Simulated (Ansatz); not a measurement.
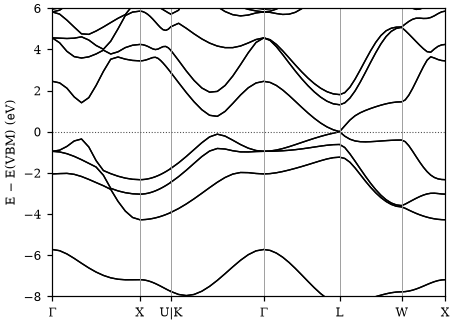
Figure. Band structure from plane-wave PAW PBE with spin–orbit coupling (Ansatz code)

Task: Read off the gap and where the band edges lie.

Result: About 0.0 eV (0.01 eV by a search for the band edges); maximum at L, minimum at L.

The material is TePb (rock salt, Fm-3m).

The cell was relaxed with PBE under the symmetry of its start; of distortions, only those at the zone centre were tested.

Potentials: the later of the program's two PAW sets.
